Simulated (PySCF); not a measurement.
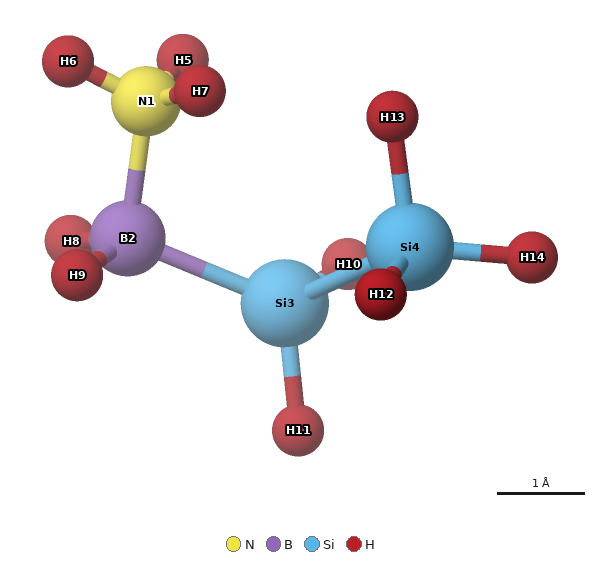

**Figure 1.** The starting structure (ball-and-stick view, seen at a tilt; atoms are numbered from 1 in the order of the input).

Geometry relaxation of BSi2NH10

BSi2NH10, SMILES [NH3+][BH2-][SiH2][SiH3], computed with PBE0-D3(BJ)/def2-SVP geometry optimisation, gas phase (PySCF 2.14.0).

**The input**
```
{"job": {"xc": "PBE0", "basis": "def2-SVP", "d3": "d3bj", "grid": 1, "shake": 0.01, "kind": "geom"}, "charge": 0, "multiplicity": 1}
N     -1.709850     0.212420     0.425710
B     -1.076760    -0.994130    -0.476760
Si     0.683910    -0.341370    -1.085680
Si     1.922700     0.618790     0.669330
H     -1.891670     1.033810    -0.189930
H     -2.615920    -0.062820     0.819000
H     -1.073150     0.494560     1.162460
H     -1.845970    -1.188440    -1.349960
H     -1.009510    -1.912200     0.294750
H      0.640750     0.748260    -2.083250
H      1.609470    -1.296760    -1.725480
H      2.351640    -0.322490     1.707960
H      0.975090     1.537320     1.441550
H      3.032100     1.457960     0.382540
```

The first line tells a small driver script what to run in PySCF; the rest is the geometry in Å.

Machine: 1 CPU thread, shared host.

Run as:
```bash
OMP_NUM_THREADS=1 python <driver script> task.json out
```

**The program's output**
```
step   0  E = -664.00868531  max force = 0.031619
step   1  E = -664.01574049  max force = 0.005182
step   2  E = -664.01604641  max force = 0.001709
step   3  E = -664.01612805  max force = 0.001048
step   4  E = -664.01615892  max force = 0.000616
step   5  E = -664.01619505  max force = 0.000757
step   6  E = -664.01622730  max force = 0.000779
step   7  E = -664.01624910  max force = 0.000491
step   8  E = -664.01625604  max force = 0.000256
optimisation converged
```

**Trajectory as extended XYZ (Å, eV, eV/Å), 8 of the 9 frames kept, from step=0 to step=8**
```
14
Properties=species:S:1:pos:R:3:forces:R:3 step=0 energy=-18068.59666
N    -1.7099    0.2124    0.4257   -0.7397   0.4787  -1.1701
B    -1.0768   -0.9941   -0.4768   -0.1491   0.3550   1.0374
Si    0.6839   -0.3414   -1.0857    0.7801   0.0168  -0.0339
Si    1.9227    0.6188    0.6693   -1.6259  -0.2322   0.3963
H    -1.8917    1.0338   -0.1899    0.2117  -0.5282   0.6670
H    -2.6159   -0.0628    0.8190    0.2605   0.0456   0.0855
H    -1.0732    0.4946    1.1625    0.1087   0.2108   0.3515
H    -1.8460   -1.1884   -1.3500   -0.5724  -0.1811  -0.7758
H    -1.0095   -1.9122    0.2948    0.1849  -0.4788   0.1718
H     0.6408    0.7483   -2.0833   -0.1366   0.5336  -0.3164
H     1.6095   -1.2968   -1.7255    0.2022  -0.4595  -0.1255
H     2.3516   -0.3225    1.7080    0.1919  -0.5386   0.3546
H     0.9751    1.5373    1.4416    0.0332  -0.1047  -0.1238
H     3.0321    1.4580    0.3825    1.2505   0.8825  -0.5187
14
Properties=species:S:1:pos:R:3:forces:R:3 step=1 energy=-18068.78864
N    -1.7516    0.1858    0.4202    0.2131   0.2665   0.0915
B    -1.0421   -0.9669   -0.4690   -0.0449  -0.0460  -0.2355
Si    0.7497   -0.2867   -1.1360   -0.0227   0.0872  -0.0271
Si    1.8809    0.6467    0.7052    0.1862   0.1115  -0.0431
H    -2.0996    0.9754   -0.1327    0.1146  -0.1321   0.0058
H    -2.5467   -0.2184    0.9042   -0.2510  -0.0438   0.1613
H    -1.1151    0.5712    1.1308   -0.1286  -0.0594  -0.1333
H    -1.8222   -1.2215   -1.3797    0.0616  -0.0200   0.0673
H    -0.8779   -1.9165    0.2824    0.0251   0.0029   0.0107
H     0.6831    0.8543   -2.1286    0.0047  -0.0557   0.0562
H     1.6476   -1.3181   -1.7530   -0.0238  -0.0028   0.0357
H     2.3271   -0.3733    1.7097    0.0110  -0.0104  -0.0370
H     0.9134    1.5274    1.4682   -0.0290  -0.0058  -0.0233
H     3.0537    1.5317    0.3713   -0.1164  -0.0919   0.0709
14
Properties=species:S:1:pos:R:3:forces:R:3 step=2 energy=-18068.79696
N    -1.7582    0.1868    0.4187   -0.0374  -0.0289   0.0879
B    -1.0419   -0.9712   -0.4681   -0.0157  -0.0222  -0.0716
Si    0.7476   -0.2804   -1.1323   -0.0099   0.0444   0.0203
Si    1.8899    0.6487    0.7042    0.0416   0.0313  -0.0115
H    -2.0901    0.9656   -0.1522    0.0265   0.0017  -0.0439
H    -2.5674   -0.2012    0.9072   -0.0014   0.0424  -0.0098
H    -1.1275    0.5794    1.1243   -0.0034  -0.0139  -0.0088
H    -1.8154   -1.2364   -1.3769    0.0121  -0.0102   0.0221
H    -0.8705   -1.9171    0.2870    0.0224   0.0088   0.0063
H     0.6770    0.8571   -2.1217    0.0010  -0.0032   0.0010
H     1.6450   -1.3117   -1.7463   -0.0111  -0.0202   0.0077
H     2.3425   -0.3818    1.6938    0.0066  -0.0116  -0.0150
H     0.9149    1.5174    1.4718   -0.0117  -0.0049  -0.0060
H     3.0544    1.5361    0.3837   -0.0196  -0.0135   0.0212
14
Properties=species:S:1:pos:R:3:forces:R:3 step=3 energy=-18068.79918
N    -1.7628    0.1877    0.4138   -0.0539  -0.0423   0.0030
B    -1.0409   -0.9766   -0.4644   -0.0029  -0.0033   0.0174
Si    0.7445   -0.2744   -1.1279    0.0109   0.0120   0.0095
Si    1.8948    0.6504    0.7056   -0.0247  -0.0132   0.0067
H    -2.0793    0.9589   -0.1758    0.0081   0.0168  -0.0109
H    -2.5815   -0.1823    0.9012    0.0202   0.0207  -0.0304
H    -1.1345    0.5852    1.1172    0.0226   0.0019   0.0222
H    -1.8105   -1.2527   -1.3710   -0.0086  -0.0093  -0.0050
H    -0.8612   -1.9164    0.2963    0.0161   0.0113   0.0063
H     0.6683    0.8612   -2.1176    0.0004   0.0074  -0.0118
H     1.6403   -1.3076   -1.7412   -0.0069  -0.0129  -0.0036
H     2.3558   -0.3916    1.6791    0.0018  -0.0049  -0.0034
H     0.9140    1.5049    1.4821    0.0008  -0.0038   0.0043
H     3.0532    1.5444    0.3958    0.0162   0.0195  -0.0043
14
Properties=species:S:1:pos:R:3:forces:R:3 step=5 energy=-18068.80101
N    -1.7707    0.1940    0.3977    0.0238   0.0147  -0.0389
B    -1.0353   -0.9826   -0.4529   -0.0056   0.0173   0.0212
Si    0.7440   -0.2690   -1.1226    0.0064  -0.0128  -0.0184
Si    1.8968    0.6496    0.7116   -0.0091  -0.0127   0.0062
H    -2.0594    0.9602   -0.2133   -0.0021   0.0093   0.0169
H    -2.6066   -0.1549    0.8691   -0.0067  -0.0144  -0.0053
H    -1.1516    0.5935    1.1091   -0.0083  -0.0087   0.0072
H    -1.7982   -1.2836   -1.3575   -0.0026  -0.0111   0.0001
H    -0.8427   -1.9043    0.3261    0.0003   0.0057   0.0088
H     0.6576    0.8625   -2.1178    0.0030  -0.0016   0.0031
H     1.6352   -1.3063   -1.7371   -0.0006   0.0044  -0.0025
H     2.3788   -0.4080    1.6578    0.0011   0.0044   0.0030
H     0.9100    1.4748    1.5114    0.0027  -0.0007   0.0035
H     3.0423    1.5653    0.4117   -0.0024   0.0060  -0.0049
14
Properties=species:S:1:pos:R:3:forces:R:3 step=6 energy=-18068.80188
N    -1.7748    0.1997    0.3860    0.0400   0.0295  -0.0295
B    -1.0314   -0.9838   -0.4461   -0.0033   0.0193  -0.0006
Si    0.7461   -0.2695   -1.1206   -0.0046  -0.0185  -0.0160
Si    1.8966    0.6475    0.7156    0.0072  -0.0038   0.0020
H    -2.0476    0.9671   -0.2310   -0.0031   0.0017   0.0163
H    -2.6209   -0.1428    0.8431   -0.0146  -0.0172   0.0045
H    -1.1649    0.5960    1.1074   -0.0160  -0.0100  -0.0015
H    -1.7899   -1.3010   -1.3495    0.0013  -0.0102   0.0073
H    -0.8351   -1.8930    0.3465   -0.0054   0.0005   0.0070
H     0.6559    0.8595   -2.1186    0.0038  -0.0022   0.0081
H     1.6355   -1.3083   -1.7352    0.0029   0.0076  -0.0001
H     2.3931   -0.4143    1.6493    0.0022   0.0062   0.0036
H     0.9060    1.4558    1.5277   -0.0004   0.0007   0.0000
H     3.0317    1.5783    0.4186   -0.0101  -0.0035  -0.0010
14
Properties=species:S:1:pos:R:3:forces:R:3 step=7 energy=-18068.80248
N    -1.7773    0.2052    0.3760    0.0253   0.0219  -0.0079
B    -1.0290   -0.9837   -0.4419    0.0020   0.0122  -0.0156
Si    0.7491   -0.2730   -1.1189   -0.0106  -0.0156  -0.0043
Si    1.8962    0.6453    0.7188    0.0119   0.0018  -0.0011
H    -2.0382    0.9759   -0.2420   -0.0011  -0.0025   0.0067
H    -2.6313   -0.1354    0.8200   -0.0111  -0.0085   0.0053
H    -1.1764    0.5962    1.1077   -0.0110  -0.0054  -0.0048
H    -1.7839   -1.3134   -1.3440    0.0017  -0.0065   0.0091
H    -0.8334   -1.8831    0.3622   -0.0060  -0.0027   0.0029
H     0.6583    0.8549   -2.1180    0.0034  -0.0002   0.0070
H     1.6384   -1.3121   -1.7329    0.0039   0.0053   0.0012
H     2.4051   -0.4155    1.6468    0.0027   0.0050   0.0028
H     0.9013    1.4415    1.5374   -0.0026   0.0013  -0.0024
H     3.0213    1.5884    0.4221   -0.0084  -0.0061   0.0011
14
Properties=species:S:1:pos:R:3:forces:R:3 step=8 energy=-18068.80267
N    -1.7777    0.2081    0.3714    0.0037   0.0061   0.0050
B    -1.0288   -0.9835   -0.4416    0.0042   0.0036  -0.0132
Si    0.7512   -0.2773   -1.1174   -0.0077  -0.0083   0.0039
Si    1.8960    0.6442    0.7204    0.0061   0.0013  -0.0010
H    -2.0338    0.9813   -0.2452    0.0009  -0.0020  -0.0017
H    -2.6351   -0.1326    0.8093   -0.0033   0.0003   0.0014
H    -1.1810    0.5951    1.1083   -0.0024  -0.0002  -0.0031
H    -1.7826   -1.3173   -1.3430    0.0000  -0.0025   0.0049
H    -0.8368   -1.8797    0.3671   -0.0032  -0.0025   0.0000
H     0.6623    0.8512   -2.1158    0.0023   0.0013   0.0028
H     1.6417   -1.3156   -1.7306    0.0025   0.0015   0.0011
H     2.4106   -0.4124    1.6501    0.0018   0.0031   0.0017
H     0.8981    1.4373    1.5383   -0.0022   0.0011  -0.0021
H     3.0161    1.5922    0.4219   -0.0028  -0.0029   0.0003
```

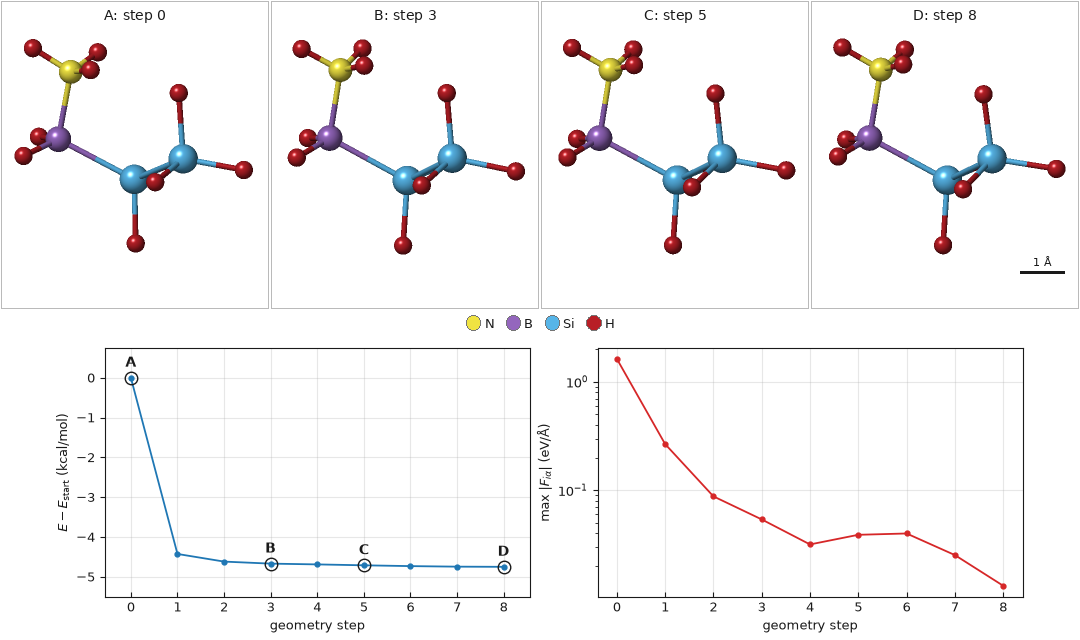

**Figure 2.** Frames of the relaxation (ball-and-stick view, seen at a tilt) above the curves, on which the letters mark them (steps are counted from 0).

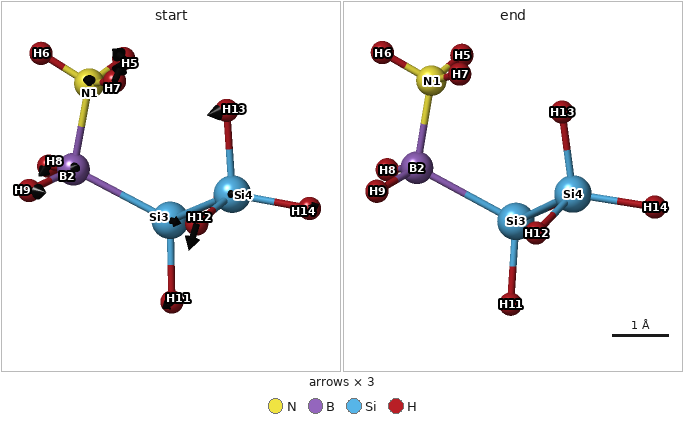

**Figure 3.** Before (left) and after (right) the relaxation, at one scale (ball-and-stick view, seen at a tilt). The black arrows give the displacements, magnified 3 times. The largest moves after the best rigid fit, 0.17 Å, are those of H7, H9 and H12. By element the largest moves are H 0.17 Å, N 0.08 Å, Si 0.07 Å, B 0.06 Å. Among the contacts that change: Si4–H14 1.420 → 1.498 Å, B2–Si3 1.974 → 2.031 Å, B2–H8 1.180 → 1.221 Å, Si4–H12 1.466 → 1.498 Å. Among the angles that change: H10–Si3–H11 101.7° → 106.4°, B2–Si3–Si4 112.0° → 107.6°, B2–Si3–H11 118.6° → 114.6°. After 8 geometry steps the energy has fallen by 4.75 kcal/mol. The largest force component goes from 1.6 to 0.013 eV/Å. (Atoms are counted from 1 in the order of the input.)

**Summary**

```json
{"quantity": "outcome", "value": "converged"}
{"quantity": "total energy", "value": "−664.016256 hartree"}
{"quantity": "dipole moment", "value": "5.45 D"}
{"quantity": "point group", "value": "C1"}
{"quantity": "wall time", "value": "40 s"}
{"quantity": "peak memory", "value": "0.48 GiB"}
```
